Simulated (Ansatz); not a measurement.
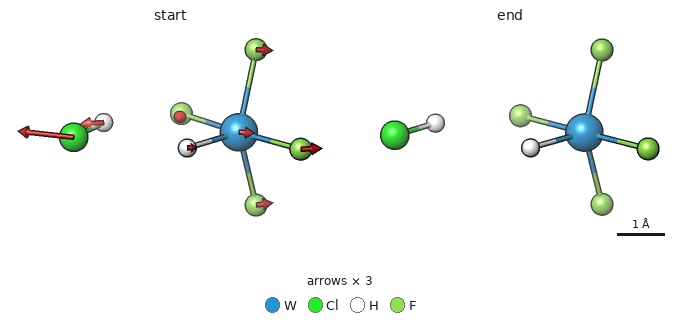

The structure of WH$_{2}$ClF$_{4}$ (multiplicity 2) before (left) and after (right) a relaxation, at one scale. The red arrows give the displacements, magnified 3 times.

The picture is a ball-and-stick view, seen at a tilt.

The run prepares an end point of a later path (reaction) calculation, from a guessed geometry.

Method: UKS B3LYP-D4/def2-SVP (Ansatz 0.2.0).

Input file:
```yaml
crystal:
  periodic: [false, false, false]
  atoms:
    - { symbol: W, position_ang: [-0.16903, 2.0e-05, -0.198494] }
    - { symbol: Cl, position_ang: [0.892565, -0.000167, 3.245966] }
    - { symbol: H, position_ang: [1.259635, 0.000111, 0.666228] }
    - { symbol: F, position_ang: [-0.621776, 1.753362, -0.490179] }
    - { symbol: F, position_ang: [-1.380324, 7.2e-05, 1.305093] }
    - { symbol: F, position_ang: [-0.621698, -1.753369, -0.490009] }
    - { symbol: F, position_ang: [0.889073, -3.1e-05, -1.767465] }
    - { symbol: H, position_ang: [-0.378445, 2.0e-06, 2.82886] }
magnetization:
  spin_polarized: true
  initial_magnetization: 1
basis:
  gaussian: { orbitals: def2-SVP }
hamiltonian:
  xc: b3lyp
  dispersion: d4
relax:
  f_tol: 0.03
  max_steps: 50
```

Command:
```bash
ansatz run input.yaml --threads 4 --pin off --max-ram 5120MiB --backend cpu --events-out ev --progress --plain --runs-dir out
```

Q: What changed between the two?

A: After 6 geometry steps the energy has fallen by 0.113 eV. Largest force component: 0.94 eV/Å at the start, 0.025 eV/Å at the end. The atom that moves furthest after the best rigid fit is Cl2 (0.44 Å). Largest moves by element: Cl 0.44 Å, H 0.19 Å, F 0.17 Å, W 0.12 Å. Near-neighbour distances that change, for instance: Cl2–H8 1.338 → 1.298 Å, W1–F5 1.931 → 1.920 Å, W1–H3 1.670 → 1.679 Å. Among the angles between lasting bonds that change: H3–W1–F5 97.7° → 89.8°, F5–W1–F7 175.1° → 179.3°, H3–W1–F7 87.2° → 91.0°. The run took 32 s on 4 threads of Arm Neoverse V2, with other jobs on the host, peak memory 0.42 GiB.
